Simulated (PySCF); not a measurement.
# SiH2Cl− (SMILES [SiH2-]Cl): CCSDTQ/STO-3G

What is the energy change on altering one bond length of SiH2Cl− at CCSDTQ/STO-3G? 

The calculation is run with PySCF 2.14.0.

11 further runs of the same task are left out: 3 that didn't finish, 8 set aside as unsound or not needed.

## (1) The molecule

SiH2Cl− has 4 atoms, charge -1, and is taken as a singlet. SMILES: `[SiH2-]Cl`. Geometry: relaxed at GFN2-xTB.

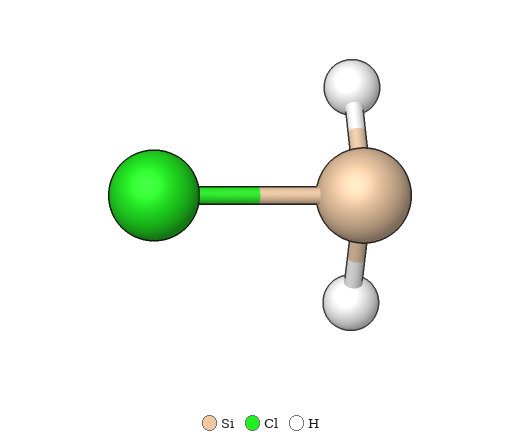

The structure, seen from a chosen angle (silicon light orange, chlorine green, hydrogen white).

## (2) The energy at CCSDTQ/STO-3G

The input, job.py:

```python
from pyscf import gto, scf, cc

mol = gto.M(
    atom='''
Si    -0.921978     0.814907     0.479839
Cl     3.159830    -0.231454     1.463650
H     -1.835056    -1.847358     0.312523
H     -0.402814     1.263924    -2.256012
''',
    basis='sto-3g',
    unit='bohr',
    verbose=4,
    charge=-1,
    max_memory=1860,
)

hf = scf.RHF(mol)
hf.conv_tol = 1e-10
hf.kernel()
if not hf.converged:
    hf = hf.newton().run(hf.mo_coeff, hf.mo_occ)

mycc = cc.CCSDTQ(hf, frozen=10)
mycc.kernel()
e_tot = mycc.e_tot
print('E(%s) = %.9f' % ('CCSDTQ', e_tot))
```

The run is started by

```sh
$ OMP_NUM_THREADS=1 python job.py
```

The log of the run:

```text
PySCF version 2.14.0

[INPUT] num. atoms = 4
[INPUT] num. electrons = 34
[INPUT] charge = -1
[INPUT] spin (= nelec alpha-beta = 2S) = 0
[INPUT] symmetry False subgroup None
[INPUT] Mole.unit = bohr
[INPUT] Symbol           X                Y                Z      unit          X                Y                Z       unit  Magmom
[INPUT]  1 Si    -0.487889746570   0.431230213419   0.253919863711 AA   -0.921978000000   0.814907000000   0.479839000000 Bohr   0.0
[INPUT]  2 Cl     1.672110026381  -0.122480182176   0.774530224763 AA    3.159830000000  -0.231454000000   1.463650000000 Bohr   0.0
[INPUT]  3 H     -0.971069815962  -0.977579754011   0.165380049488 AA   -1.835056000000  -1.847358000000   0.312523000000 Bohr   0.0
[INPUT]  4 H     -0.213159989040   0.668839777135  -1.193830137962 AA   -0.402814000000   1.263924000000  -2.256012000000 Bohr   0.0

[... 42 lines left out ...]
converged SCF energy = -741.238936627976
[... 24 lines left out ...]
Init t2, MP2 energy = -741.272381638987  E_corr(MP2) -0.033445011010
[... 13 lines left out ...]
RCCSDTQ converged
[... 3 lines left out ...]
E(CCSDTQ) = -741.287977621
```

Run time: 2 s. Hardware: 1 thread of Arm Neoverse V2, shared host; peak memory 0.11 GiB.

## (3) The distorted shape, same level

The input, job.py:

```python
from pyscf import gto, cc

molecule = gto.M(
    atom='Si 0.091930 2.121813 0.360169; Cl 2.251930 1.568103 0.880779; H -0.971070 -0.977580 0.165380; H 0.366660 2.359423 -1.087581',
    charge=-1,
    basis='sto-3g',
    verbose=4,
    max_memory=1860,
)

hf = molecule.RHF()
hf.conv_tol = 1e-10
hf.kernel()
if not hf.converged:
    hf = hf.newton().run(hf.mo_coeff, hf.mo_occ)

mycc = cc.CCSDTQ(hf, frozen=10)
mycc.kernel()
e_final = mycc.e_tot
print(f'total energy: {e_final:.8f} hartree')
```

The run is started by

```sh
$ OMP_NUM_THREADS=1 python job.py
```

The log of the run:

```text
PySCF version 2.14.0

[INPUT] num. atoms = 4
[INPUT] num. electrons = 34
[INPUT] charge = -1
[INPUT] spin (= nelec alpha-beta = 2S) = 0
[INPUT] symmetry False subgroup None
[INPUT] Mole.unit = angstrom
[INPUT] Symbol           X                Y                Z      unit          X                Y                Z       unit  Magmom
[INPUT]  1 Si     0.091930000000   2.121813000000   0.360169000000 AA    0.173722522631   4.009645457542   0.680620768558 Bohr   0.0
[INPUT]  2 Cl     2.251930000000   1.568103000000   0.880779000000 AA    4.255530951692   2.963285205109   1.664431086268 Bohr   0.0
[INPUT]  3 H     -0.971070000000  -0.977580000000   0.165380000000 AA   -1.835056347781  -1.847358464852   0.312522906481 Bohr   0.0
[INPUT]  4 H      0.366660000000   2.359423000000  -1.087581000000 AA    0.692886980833   4.458663282000  -2.055230228281 Bohr   0.0

[... 46 lines left out ...]
converged SCF energy = -740.988234810716
[... 24 lines left out ...]
Init t2, MP2 energy = -741.065253562541  E_corr(MP2) -0.077018751825
[... 19 lines left out ...]
RCCSDTQ converged
[... 3 lines left out ...]
total energy: -741.12126342 hartree
```

It took 2.8 s on 1 thread of Arm Neoverse V2, shared host; peak memory 0.12 GiB.

## (4) What came out

At CCSDTQ/STO-3G, 10 core orbitals frozen:

| quantity | value |
| --- | --- |
| first shape: total energy | -741.28798 Eh |
| first shape: HOMO energy (Hartree–Fock orbitals) | 1.55 eV |
| first shape: LUMO energy (Hartree–Fock orbitals) | 16.72 eV |
| first shape: HOMO–LUMO gap (to an unbound level, set by the basis) | 15.17 eV |
| first shape: correlation energy (10 core orbitals frozen) | -49.0 mEh |
| first shape: T1 diagnostic | 0.006 |
| distorted shape: total energy | -741.12126 Eh |
| distorted shape: HOMO energy (Hartree–Fock orbitals) | 3.92 eV |
| distorted shape: LUMO energy (Hartree–Fock orbitals) | 10.14 eV |
| distorted shape: HOMO–LUMO gap (to an unbound level, set by the basis) | 6.22 eV |
| distorted shape: correlation energy (10 core orbitals frozen) | -133.0 mEh |
| distorted shape: T1 diagnostic | 0.126 |
| energy change with the Si1–H3 bond stretched from 1.492 to 3.282 Å | 4.537 eV |

What this shows: With the Si1–H3 bond stretched from 1.492 to 3.282 Å the energy rises by 4.54 eV (105 kcal/mol). The first shape isn't relaxed at this level, so the change isn't measured from a minimum. The minimal basis adds a large error of its own. The HOMO (first shape) lies at positive energy, 1.55 eV: the electron is unbound at this level or held by a compact basis; values depend on the basis. Mulliken charges (distorted shape) of the mean-field density run from -0.61 on H3 to +0.45 on Si1. The HOMO (distorted shape) lies at positive energy, 3.92 eV: the electron is unbound at this level or held by a compact basis; values depend on the basis.
